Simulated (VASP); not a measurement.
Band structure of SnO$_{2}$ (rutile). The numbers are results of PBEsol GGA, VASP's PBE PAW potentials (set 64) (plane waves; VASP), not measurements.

Unless said otherwise, spin-orbit coupling is left out, though it shifts the bands of the heavy elements here.

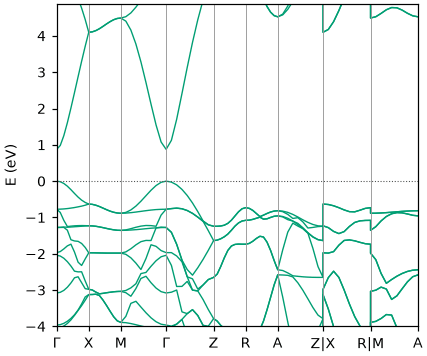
Fig. 1. Bands along high-symmetry lines, zero at the valence-band maximum or, without a gap, the Fermi level

Task: Read the plot: is there a gap, and where are the band edges?

Result: The gap is direct, 0.88 eV, from the valence maximum at Γ to the conduction minimum at Γ. (Edges off the drawn lines would not show.)

The compound is SnO2 in the rutile structure. It was relaxed first.
